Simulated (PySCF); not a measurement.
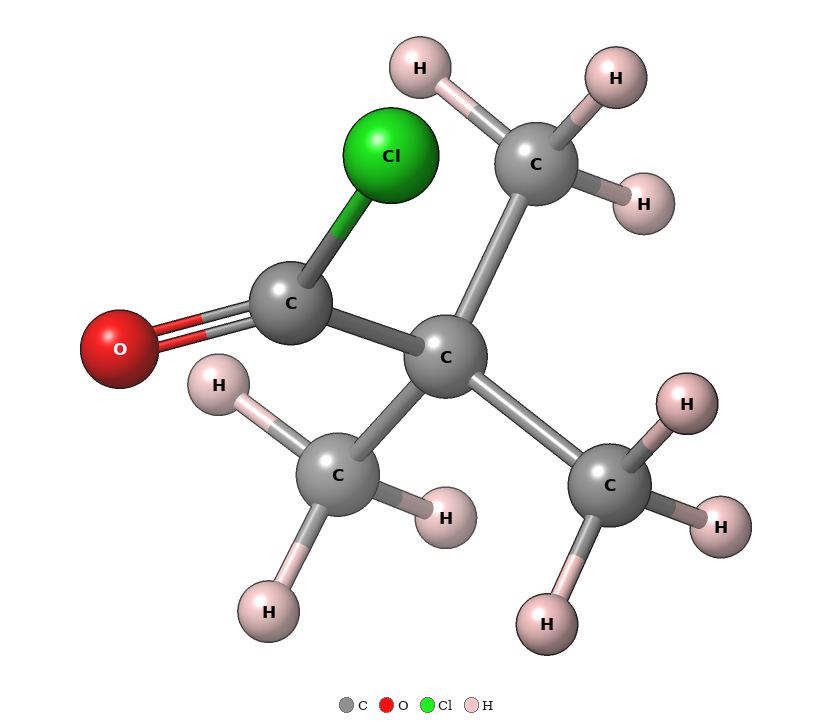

Orthographic view. Distant atoms are faded towards the background colour. Computed geometry: PBE0-D3(BJ)/def2-SVP optimisation. No frequency run is at hand to confirm it as a minimum.

> Write the InChI string.

InChI=1S/C5H9ClO/c1-5(2,3)4(6)7/h1-3H3
